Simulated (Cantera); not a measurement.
Charge: 1 mol SiC, 0.021 mol N2O, 1.3 mol H2, equilibrated at 9.70 bar.

Equilibrium computed with Cantera from the NASA thermochemical tables; the gas is ideal and each condensed phase is pure. Candidate condensed phases: C, C6H6, C7H8, C8H18, H2O, Si, SiC, SiO2, Si2N2O, Si3N4; 151 gas species. Mutual solubility and eutectic melting of coexisting phases are not modelled. Gases not in the tables: Si2H6 and higher silanes. Rates play no part.

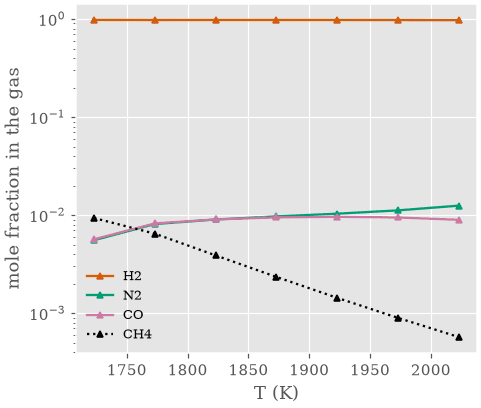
Fig. 1. Equilibrium gas composition (values under 1e-9 drawn at 1e-9)

Read off the mole fractions at 1973 K.

H2 about 0.98, N2 about 0.011, CO about 0.0095, CH4 about 0.00090.
